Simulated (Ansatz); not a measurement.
# How Mn3PPt (model structure) absorbs and reflects light

What colour and refractive index does Mn3PPt (model structure) have at this level of theory? The structure is a model built here, which may or may not match a known phase. It was built so: All N replaced by P and Pd replaced by Pt in the Pm-3m structure of Mn3PdN.

Program: Ansatz 0.2.0. Level of theory: DFT, PBE, plane-wave PAW, default files, scalar-relativistic, independent-particle optical response without local fields. Results are calculated unless marked as measured.

## 1. Starting point

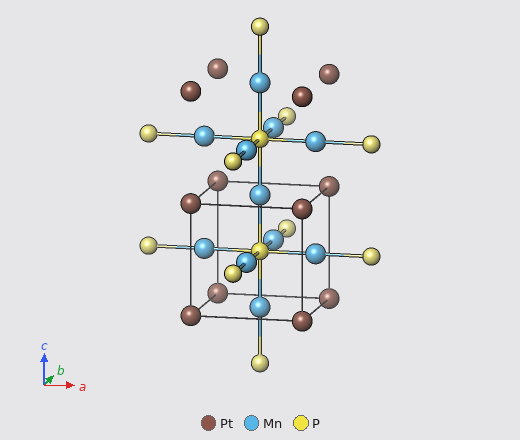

Start, viewed slightly off an axis; platinum brown, manganese blue, phosphorus yellow. 1×1×2 cells are drawn. Some periodic images of atoms are drawn too.

## 2. Relaxation

Spectra hang on bond lengths, so the cell is first brought to its minimum.

This step: DFT, PBE, plane-wave PAW, default files, scalar-relativistic, relaxation (Ansatz 0.2.0).

The input, input.yaml:

```yaml
crystal:
  lattice:
    - [4.16747895, 0.0, 0.0]
    - [0.0, 4.16747895, 0.0]
    - [0.0, 0.0, 4.16747895]
  atoms:
    - { symbol: Pt, position: [0.0, 0.0, 0.0] }
    - { symbol: Mn, position: [0.5, 0.5, 0.0], spin: 4.0 }
    - { symbol: Mn, position: [0.5, 0.0, 0.5], spin: 4.0 }
    - { symbol: Mn, position: [0.0, 0.5, 0.5], spin: 4.0 }
    - { symbol: P, position: [0.5, 0.5, 0.5] }
magnetization:
  spin_polarized: true
kpoints:
  mp_grid: { grid: [6, 6, 6] }
scf:
  occupations: { method: fermi_dirac, width: 0.05 }
hamiltonian:
  xc: pbe
  pseudopotentials: { kind: paw }
output:
  forces: true
  stress: true
relax:
  f_tol: 0.02
  max_steps: 50
  cell: {}
```

Run with:

```bash
ansatz run input.yaml --threads 2 --pin off --max-ram 5120MiB --backend cpu --events-out ev --progress --plain --runs-dir out
```

Numbers of over 12 decimals in the logs are rounded to 6 here.

The log of the run:

```text
Engine: ansatz 0.2.0, aarch64-unknown-linux-gnu
Pseudopotentials: kind: paw
Pseudopotential: Pt, paw, valence charge 18, recommended cutoff 420 eV (normal), Pt.paw.azcp
Pseudopotential: Mn, paw, valence charge 15, recommended cutoff 420 eV (normal), Mn.paw.azcp
Pseudopotential: P, paw, valence charge 5, recommended cutoff 420 eV (normal), P.paw.azcp
Functional definition: PBE
  parameter kappa = 0.804
  parameter beta = 0.066725
  exchange = pbe_x(kappa = kappa, mu = beta*pi^2/3)
  correlation = pbe_c(beta = beta)
Crystal: 5 atoms, lattice volume = 72.380 Å³
Basis set: ecut = 420 eV, 1365 PW (Γ), exchange–correlation on 60×60×60 points (8 copies of the dense FFT grid, shifted against one another)
Bands: 48, of which v1, the nominal top of the filled ones, is band 34 counted from 1 (33 counted from 0)
Symmetry: 48 space group operations
Space group: Pm-3m (ITA 221), of the structure as read, at distance tolerance 4.2e-5 Å
Magnetic group: BNS 221.92 (UNI 1594), of the structure as read, at distance tolerance 4.2e-5 Å
k-points: 20 of 216
Non-local potential: Pt, projectors of the file, l = 0: 3, l = 1: 2, l = 2: 2, l = 3: 1
Non-local potential: Mn, projectors of the file, l = 0: 3, l = 1: 2, l = 2: 3, l = 3: 1
Non-local potential: P, projectors of the file, l = 0: 2, l = 1: 2, l = 2: 2
PAW form: soft (Blöchl's): semilocal exchange-correlation on the pseudo side does not see the compensation charge
PAW one-centre angular grid: Pt, 590 points (default); XC on 64 Gauss nodes
PAW one-centre angular grid: Mn, 590 points (default); XC on 64 Gauss nodes
PAW one-centre angular grid: P, 110 points (default); XC on 64 Gauss nodes
Initial density: superposition of atomic densities (chi_scale 0.1, normalization cell, long waves kept (reshape's long-wave potential 0.00 eV rms))
Starting moments: Σ|m| = 12 μB on 3 of 5 sites
Initial wavefunctions: pseudopotential atomic-orbital guess
Functional: x = pbe(κ = 0.804, μ = 0.219515), c = pbe(β = 0.066725)
SCF iter   1: F=—  HF=-24975.498587 eV  |F-HF|=—  |Δ(HF+E_count)|=         —  Δρ=1.18e-1 (↑1.03e-1 ↓1.18e-1)  dr2=7.55e1  dr2_m=7.74e-1  M=9.421 μB ∫|m|=10.227 μB  β_m=0.30  ethr=3.10e-3  ⟨swp⟩=6.1  Hψ=7623  notcnv=0  defer=3
Mixer restart at iter 1: flushing history
preconditioner: auto → Kerker (q_TF=auto, 2.700 Å⁻¹)  [metal: Δε(μ)=0.003 eV  Ē_g=7.933 eV  σ=0.050 eV  W_gap=0.01  n_scr=26 (ndim 8)  ℏωp=26.2 eV  f_vac=0.000  D(μ)=6.06/eV (n_scr^D=80)]
spin=Collinear: Kerker preconditioning applied to the charge; magnetization (m = ρ↑ − ρ↓) channel mixes plain (no charge-response kernel on spin).
SCF iter   2: F=—  HF=-24973.441742 eV  |F-HF|=—  |Δ(HF+E_count)|=    2.06e0  Δρ=4.49e-2 (↑3.06e-2 ↓4.49e-2)  dr2=7.19e0  dr2_m=4.26e-1  M=10.044 μB ∫|m|=10.426 μB  β_m=0.35  ethr=3.10e-3  ⟨swp⟩=3.2  Hψ=4112  notcnv=0  defer=165
SCF iter   3: F=—  HF=-24973.550132 eV  |F-HF|=—  |Δ(HF+E_count)|=   1.08e-1  Δρ=2.68e-2 (↑1.62e-2 ↓2.68e-2)  dr2=1.50e0  dr2_m=1.98e-1  M=10.039 μB ∫|m|=10.446 μB  β_m=0.54  ethr=3.10e-3  ⟨swp⟩=2.5  Hψ=2771  notcnv=0  defer=167
SCF iter   4: F=—  HF=-24974.009136 eV  |F-HF|=—  |Δ(HF+E_count)|=   4.59e-1  Δρ=1.56e-2 (↑1.56e-2 ↓1.21e-2)  dr2=1.35e-1  dr2_m=1.03e-1  M=9.580 μB ∫|m|=10.113 μB  β_m=0.59  ethr=2.20e-3  ⟨swp⟩=2.7  Hψ=2845  notcnv=0  defer=167
SCF iter   5: F=—  HF=-24973.952769 eV  |F-HF|=—  |Δ(HF+E_count)|=         —  Δρ=1.63e-2 (↑1.63e-2 ↓9.42e-3)  dr2=3.86e-2  dr2_m=1.01e-1  M=8.994 μB ∫|m|=9.585 μB  β_m=0.59  ethr=1.99e-4  ⟨swp⟩=3.2  Hψ=3706  notcnv=0  defer=160
Mixer restart at iter 5: flushing history
SCF iter   6: F=—  HF=-24974.016115 eV  |F-HF|=—  |Δ(HF+E_count)|=   6.33e-2  Δρ=4.81e-3 (↑4.39e-3 ↓4.81e-3)  dr2=5.86e-3  dr2_m=1.24e-2  M=9.010 μB ∫|m|=9.592 μB  β_m=0.72  ethr=5.67e-5  ⟨swp⟩=2.3  Hψ=3368  notcnv=0  defer=163
SCF iter   7: F=—  HF=-24974.041706 eV  |F-HF|=—  |Δ(HF+E_count)|=   2.56e-2  Δρ=5.19e-3 (↑5.19e-3 ↓1.40e-3)  dr2=1.03e-2  dr2_m=6.26e-3  M=8.930 μB ∫|m|=9.509 μB  β_m=0.68  ethr=8.62e-6  ⟨swp⟩=2.1  Hψ=3413  notcnv=0  defer=163
SCF iter   8: F=—  HF=-24974.039914 eV  |F-HF|=—  |Δ(HF+E_count)|=   1.79e-3  Δρ=4.66e-4 (↑4.66e-4 ↓4.34e-4)  dr2=8.00e-4  dr2_m=1.10e-5  M=8.947 μB ∫|m|=9.521 μB  β_m=0.84  ethr=8.62e-6  ⟨swp⟩=2.0  Hψ=3368  notcnv=0  defer=163
SCF iter   9: F=—  HF=-24974.039902 eV  |F-HF|=—  |Δ(HF+E_count)|=   1.18e-5  Δρ=2.23e-4 (↑8.10e-5 ↓2.23e-4)  dr2=5.62e-5  dr2_m=6.28e-6  M=8.939 μB ∫|m|=9.512 μB  β_m=0.92  ethr=1.18e-6  ⟨swp⟩=2.0  Hψ=2711  notcnv=0  defer=163
SCF iter  10: F=—  HF=-24974.039874 eV  |F-HF|=—  |Δ(HF+E_count)|=   2.78e-5  Δρ=7.70e-5 (↑7.70e-5 ↓5.17e-5)  dr2=1.49e-5  dr2_m=6.25e-7  M=8.937 μB ∫|m|=9.509 μB  β_m=0.96  ethr=8.27e-8  ⟨swp⟩=2.0  Hψ=2611  notcnv=0  defer=163
SCF iter  11: F=—  HF=-24974.039876 eV  |F-HF|=—  |Δ(HF+E_count)|=   2.17e-6  Δρ=3.92e-5 (↑3.92e-5 ↓2.88e-5)  dr2=2.91e-6  dr2_m=5.54e-8  M=8.936 μB ∫|m|=9.508 μB  β_m=0.98  ethr=2.19e-8  ⟨swp⟩=2.0  Hψ=2555  notcnv=0  defer=163
SCF iter  12: F=—  HF=-24974.039877 eV  |F-HF|=—  |Δ(HF+E_count)|=   5.03e-7  Δρ=6.41e-6 (↑6.15e-6 ↓6.41e-6)  dr2=1.15e-7  dr2_m=9.68e-10  M=8.937 μB ∫|m|=9.509 μB  β_m=0.99  ethr=4.29e-9  ⟨swp⟩=2.0  Hψ=2492  notcnv=0  defer=163
SCF iter  13: F=—  HF=-24974.039877 eV  |F-HF|=—  |Δ(HF+E_count)|=   4.52e-8  Δρ=1.33e-6 (↑1.11e-6 ↓1.33e-6)  dr2=4.82e-9  dr2_m=1.02e-10  M=8.937 μB ∫|m|=9.509 μB  β_m=1.00  ethr=1.69e-10  ⟨swp⟩=2.0  Hψ=2690  notcnv=0  defer=163
SCF iter  14: F=-24974.039877 eV  HF=-24974.039877 eV  |F-HF|=3.31e-9  |Δ(HF+E_count)|=  5.49e-10  Δρ=9.45e-7 (↑8.51e-7 ↓9.45e-7)  dr2=3.59e-9  dr2_m=2.91e-11  M=8.937 μB ∫|m|=9.509 μB  ethr=7.09e-12  ⟨swp⟩=1.9  Hψ=6162  notcnv=0
SCF 1 converged in 14 iterations: F = -24974.039877 eV  dr2 = 3.59e-9
  greatest PAW one-centre occupation: 1.002 electrons in one spin orbital (limit 2), on the Mn atom at site 2 (counted from 0), in its partial waves of l = 1
relax step   1: F+E_penalty+E_count = -24974.03987686 eV  Δ(F+E_penalty+E_count) = +0.000e0 eV  max|allowed force component| = 8.654e-29 eV/Å  Δτ_max = 0.0000 Å  P = +9.234 GPa  Ω = 72.380 Å³  (14 SCF iters, dr2 threshold 1.00e-7 eV, accepted)
Crystal: 5 atoms, lattice volume = 76.449 Å³
Basis set: ecut = 420 eV, 1503 PW (Γ), exchange–correlation on 60×60×60 points (8 copies of the dense FFT grid, shifted against one another)
Initial density: handed on by an earlier stage of this run
Starting moments: Σ|m| = 12 μB on 3 of 5 sites; this step starts from the density that it was given
Initial wavefunctions: those handed on with the density
[...]
SCF iter   4: F=—  HF=-24974.204550 eV  |F-HF|=—  |Δ(HF+E_count)|=   5.73e-4  Δρ=4.36e-4 (↑3.43e-4 ↓4.36e-4)  dr2=5.09e-4  dr2_m=6.70e-6  M=9.734 μB ∫|m|=10.334 μB  β_m=0.80  ethr=2.45e-6  ⟨swp⟩=2.1  Hψ=2929  notcnv=0
SCF iter   5: F=—  HF=-24974.204926 eV  |F-HF|=—  |Δ(HF+E_count)|=   3.76e-4  Δρ=2.28e-4 (↑2.28e-4 ↓8.52e-5)  dr2=2.77e-5  dr2_m=1.08e-5  M=9.739 μB ∫|m|=10.337 μB  β_m=0.90  ethr=7.49e-7  ⟨swp⟩=2.0  Hψ=3121  notcnv=0
SCF iter   6: F=—  HF=-24974.204925 eV  |F-HF|=—  |Δ(HF+E_count)|=   8.28e-7  Δρ=5.32e-5 (↑3.75e-5 ↓5.32e-5)  dr2=9.10e-6  dr2_m=2.06e-7  M=9.739 μB ∫|m|=10.337 μB  β_m=0.93  ethr=4.07e-8  ⟨swp⟩=2.6  Hψ=3302  notcnv=0
SCF iter   7: F=—  HF=-24974.204926 eV  |F-HF|=—  |Δ(HF+E_count)|=   9.72e-7  Δρ=1.08e-5 (↑1.00e-5 ↓1.08e-5)  dr2=4.24e-7  dr2_m=1.25e-8  M=9.739 μB ∫|m|=10.337 μB  β_m=0.97  ethr=1.34e-8  ⟨swp⟩=2.0  Hψ=2447  notcnv=0
SCF iter   8: F=—  HF=-24974.204926 eV  |F-HF|=—  |Δ(HF+E_count)|=   3.90e-8  Δρ=9.71e-6 (↑7.95e-6 ↓9.71e-6)  dr2=3.84e-7  dr2_m=3.84e-9  M=9.739 μB ∫|m|=10.337 μB  β_m=0.98  ethr=6.23e-10  ⟨swp⟩=2.0  Hψ=3067  notcnv=0
SCF iter   9: F=-24974.204926 eV  HF=-24974.204926 eV  |F-HF|=6.25e-8  |Δ(HF+E_count)|=   4.84e-9  Δρ=3.93e-6 (↑2.48e-6 ↓3.93e-6)  dr2=6.87e-8  dr2_m=6.88e-10  M=9.739 μB ∫|m|=10.337 μB  ethr=5.65e-10  ⟨swp⟩=2.8  Hψ=5908  notcnv=0
SCF 3 converged in 9 iterations: F = -24974.204926 eV  dr2 = 6.87e-8
relax step   3: F+E_penalty+E_count = -24974.20492628 eV  Δ(F+E_penalty+E_count) = -1.685e-2 eV  max|allowed force component| = 1.374e-28 eV/Å  Δτ_max = 0.0000 Å  P = +0.176 GPa  Ω = 78.358 Å³  energy of the carried Pulay correction = -2.119e-3 eV  (9 SCF iters, dr2 threshold 5.00e-7 eV, accepted)
[...]
relax step   4: F+E_penalty+E_count = -24974.20495517 eV  Δ(F+E_penalty+E_count) = -2.890e-5 eV  max|allowed force component| = 3.445e-29 eV/Å  Δτ_max = 0.0000 Å  P = +0.003 GPa  Ω = 78.490 Å³  energy of the carried Pulay correction = -2.164e-3 eV  (7 SCF iters, dr2 threshold 7.78e-8 eV, accepted)
Initial wavefunctions: pseudopotential atomic-orbital guess (no wavefunctions were taken with the density)
iter 1 solved again at ethr=1.59e-7 eV; its pass at ethr=3.10e-3 eV (dr2=1.08e-4 eV) is discarded
SCF iter   1: F=—  HF=-24974.207308 eV  |F-HF|=—  |Δ(HF+E_count)|=         —  Δρ=1.11e-4 (↑7.67e-5 ↓1.11e-4)  dr2=4.49e-6  dr2_m=1.42e-6  M=9.753 μB ∫|m|=10.350 μB  β_m=0.65  ethr=1.59e-7  ⟨swp⟩=3.9  Hψ=13575  notcnv=0
preconditioner: auto → none  [metal: Δε(μ)=0.046 eV  Ē_g=7.292 eV  σ=0.050 eV  W_gap=0.23  n_scr=6 (ndim 8)  ℏωp=25.1 eV  f_vac=0.000  D(μ)=3.51/eV (n_scr^D=26)]
SCF iter   2: F=—  HF=-24974.207318 eV  |F-HF|=—  |Δ(HF+E_count)|=   9.40e-6  Δρ=4.48e-5 (↑3.54e-5 ↓4.48e-5)  dr2=3.83e-6  dr2_m=2.38e-7  M=9.752 μB ∫|m|=10.350 μB  β_m=0.42  ethr=6.60e-9  ⟨swp⟩=2.0  Hψ=3288  notcnv=0
SCF iter   3: F=—  HF=-24974.207319 eV  |F-HF|=—  |Δ(HF+E_count)|=   1.15e-6  Δρ=3.43e-5 (↑2.48e-5 ↓3.43e-5)  dr2=2.01e-7  dr2_m=2.14e-7  M=9.753 μB ∫|m|=10.350 μB  β_m=0.56  ethr=5.64e-9  ⟨swp⟩=2.0  Hψ=2514  notcnv=0
SCF iter   4: F=—  HF=-24974.207321 eV  |F-HF|=—  |Δ(HF+E_count)|=   2.20e-6  Δρ=6.68e-6 (↑3.50e-6 ↓6.68e-6)  dr2=7.96e-8  dr2_m=3.94e-9  M=9.752 μB ∫|m|=10.350 μB  β_m=0.53  ethr=2.95e-10  ⟨swp⟩=2.1  Hψ=3318  notcnv=0
SCF iter   5: F=—  HF=-24974.207321 eV  |F-HF|=—  |Δ(HF+E_count)|=   5.36e-8  Δρ=5.31e-6 (↑5.31e-6 ↓3.38e-6)  dr2=6.21e-9  dr2_m=1.23e-8  M=9.753 μB ∫|m|=10.351 μB  β_m=0.65  ethr=1.17e-10  ⟨swp⟩=2.2  Hψ=2843  notcnv=0
SCF iter   6: F=—  HF=-24974.207321 eV  |F-HF|=—  |Δ(HF+E_count)|=   2.64e-8  Δρ=1.29e-6 (↑1.29e-6 ↓8.18e-7)  dr2=5.70e-10  dr2_m=6.25e-10  M=9.753 μB ∫|m|=10.351 μB  β_m=0.72  ethr=9.13e-12  ⟨swp⟩=2.8  Hψ=3310  notcnv=0
SCF iter   7: F=—  HF=-24974.207321 eV  |F-HF|=—  |Δ(HF+E_count)|=   4.30e-7  Δρ=3.57e-7 (↑3.57e-7 ↓3.45e-7)  dr2=1.88e-10  dr2_m=5.77e-11  M=9.753 μB ∫|m|=10.351 μB  β_m=0.63  ethr=1.00e-12  ⟨swp⟩=2.6  Hψ=3478  notcnv=0
SCF iter   8: F=—  HF=-24974.207321 eV  |F-HF|=—  |Δ(HF+E_count)|=  2.91e-10  Δρ=1.48e-7 (↑6.70e-8 ↓1.48e-7)  dr2=3.20e-11  dr2_m=3.68e-12  M=9.753 μB ∫|m|=10.351 μB  β_m=0.81  ethr=1.00e-12  ⟨swp⟩=2.0  Hψ=2486  notcnv=0
SCF iter   9: F=—  HF=-24974.207321 eV  |F-HF|=—  |Δ(HF+E_count)|=  1.42e-10  Δρ=3.69e-8 (↑3.61e-8 ↓3.69e-8)  dr2=3.02e-12  dr2_m=1.74e-13  M=9.753 μB ∫|m|=10.351 μB  β_m=0.91  ethr=1.00e-12  ⟨swp⟩=1.6  Hψ=2070  notcnv=0
SCF iter  10: F=-24974.207321 eV  HF=-24974.207321 eV  |F-HF|=7.28e-12  |Δ(HF+E_count)|=  3.64e-12  Δρ=4.07e-8 (↑2.35e-8 ↓4.07e-8)  dr2=6.17e-12  dr2_m=1.13e-13  M=9.753 μB ∫|m|=10.351 μB  ethr=1.00e-12  ⟨swp⟩=3.0  Hψ=5921  notcnv=0
SCF 5 converged in 10 iterations: F = -24974.207321 eV  dr2 = 6.17e-12
relax step   5: F+E_penalty+E_count = -24974.20732052 eV  Δ(F+E_penalty+E_count) = -2.365e-3 eV  max|allowed force component| = 1.820e-29 eV/Å  Δτ_max = 0.0000 Å  P = +0.023 GPa  Ω = 78.490 Å³  stress off target by 2.35e-2 GPa  SCF on the basis re-selected at this cell (its energy is not comparable with the rows above)  (10 SCF iters)
basis re-selected at this cell: Δ(F+E_penalty+E_count) = -2.365e-3 eV, ΔP = +0.021 GPa vs the last step (what re-selecting the basis moved, of the pressure what is left beyond the Pulay correction that the steps carried, after the strain that the cell walked since its last selection, with what the two solves' SCF thresholds leave and, on support functions, any second-order correction that the steps lacked; it is no m [...]
SCF converged after 10 iterations
Magnetization: 9.7526 μB (38.8763 up, 29.1237 down)
Absolute magnetization: 10.3524 μB (∫|ρ↑−ρ↓|, with the PAW one-centre terms)
Spin contamination: 0.2515 ħ² per cell (⟨S²⟩ above its minimum at these occupations)
Per-site moments (μB) at R_I (Å): [(0.338123, 1.248860), (2.888151, 0.883077), (2.888151, 0.883077), (2.888151, 0.883077), (-0.102946, 0.883077)]
Free energy (F): -24974.207321 eV
Harris-Foulkes:  -24974.207321 eV  (|F-HF|=7.28e-12)
Internal energy: -24974.178585 eV  (E = F + TS)
E sigma→0 (E₀):  -24974.192953 eV
Entropy (-TS):   -0.028736 eV (-5.747 meV/atom)
Fermi energy:    13.877440 eV
--- Per-component energies (eV) ---
  E_band       = -998.478225
  E_kinetic    = 1622.468987
  E_local      = -8138.062453  (includes V_loc(G=0)·N_el)
  E_nonlocal   = 973.085826
  E_hartree    = 3273.752303
  E_xc         = -662.060135
  E_vxc        = -796.841067  (∫ρ·V_xc dr)
  E_paw        = -13933.113172  (= ΣΔE_a)
  E_vpaw       = -1206.634413  (= ΣTr[D̂ρ^β])
  E_aug_tail   = 0.000192  (compensation charges beyond the density's cutoff)
  E_ewald      = -8110.250133
  E_smearing   = -0.028736  (= −TS)
  E_closure    = 0.000000  (closes the sum)
  Σ components = -24974.207321   (vs F -24974.207321, Δ=0.00e0)
--- Forces (eV/Å), atoms counted from 1 ---
  atom   1  Pt     0.00000000    -0.00000000     0.00000000
  atom   2  Mn     0.00000000     0.00000000    -0.00000000
  atom   3  Mn     0.00000000     0.00000000     0.00000000
  atom   4  Mn     0.00000000    -0.00000000     0.00000000
  atom   5  P     -0.00000000    -0.00000000    -0.00000000
  max |Σ_I F_I| component: 3.10e-29 eV/Å
--- Stress (GPa, compression-positive) ---
        0.023485      -0.000000      -0.000000
       -0.000000       0.023485       0.000000
       -0.000000       0.000000       0.023485
  P = ⅓ Tr σ = 0.0235 GPa (0.235 kbar)
--- Relaxed structure (4 steps of the walk, 4 accepted, 1 SCFs on fresh bases) ---
  F+E_penalty+E_count = -24974.20732052 eV   max|allowed force component| = 1.820e-29 eV/Å   (the final SCF, on the basis selected at the relaxed cell)
  cell:  # Å, volume = 78.4900 Å³
    - [4.281587, 0, 0]
    - [0, 4.281587, 0]
    - [0, 0, 4.281587]
  atoms:
    - { symbol: Pt, position: [0, 0, 0] }
    - { symbol: Mn, position: [0.5, 0.5, 0] }
    - { symbol: Mn, position: [0.5, 0, 0.5] }
    - { symbol: Mn, position: [0, 0.5, 0.5] }
    - { symbol: P, position: [0.5, 0.5, 0.5] }
```

Elapsed: 30 s, on 2 threads of Arm Neoverse V1, shared host; peak memory 0.46 GiB.

Step by step:

| step | energy less that of the first step (eV) | largest force component (eV/Å) | pressure (GPa) | volume (Å³) |
| --- | --- | --- | --- | --- |
| 1 | 0.0000 | 0.0000 | 9.23 | 72.38 |
| 2 | -0.1482 | 0.0000 | 2.79 | 76.45 |
| 3 | -0.1650 | 0.0000 | 0.18 | 78.36 |
| 4 | -0.1651 | 0.0000 | 0.00 | 78.49 |
| 5* | -0.1674 | 0.0000 | 0.02 | 78.49 |

Relaxation steps marked * repeat the geometry before them on a plane-wave basis chosen anew for their cell, so energy and pressure can jump there.

The run keeps the 48 symmetry operations that it works with, so distortions that break them were not tested.

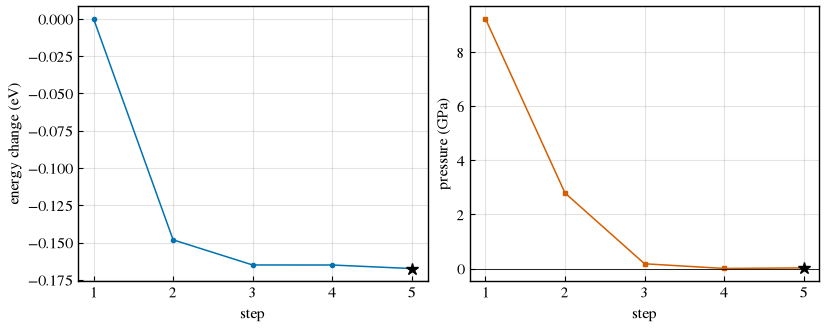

Energy and pressure along the relaxation. Stars mark steps on a basis chosen anew.

| conventional cell, symmetrised | before | after | change |
| --- | --- | --- | --- |
| a (Å) | 4.167 | 4.282 | +2.7 % |
| b (Å) | 4.167 | 4.282 | +2.7 % |
| c (Å) | 4.167 | 4.282 | +2.7 % |
| volume (Å³/atom) | 14.48 | 15.70 | +8.4 % |

Final coordinates:

```xyz
5
Lattice="4.2816 0.0000 0.0000 0.0000 4.2816 0.0000 0.0000 0.0000 4.2816" Properties=species:S:1:pos:R:3 pbc="T T T"
Pt    0.0000    0.0000    0.0000
Mn    2.1408    2.1408    0.0000
Mn    2.1408    0.0000    2.1408
Mn    0.0000    2.1408    2.1408
P     2.1408    2.1408    2.1408
```

The relaxation ends with a pressure of 0.02 GPa.

(Part 1 of 2 ends here.)

[Logs are printed without paths, hosts, clocks, repeated set-up lines and the standing remarks that a program may print on its own settings, such as how far it seeks lower states.]

[Hosts, paths, dates, database ids (printed as entryN), source tags and the programs' standing remarks are cut or masked in the printed files.]
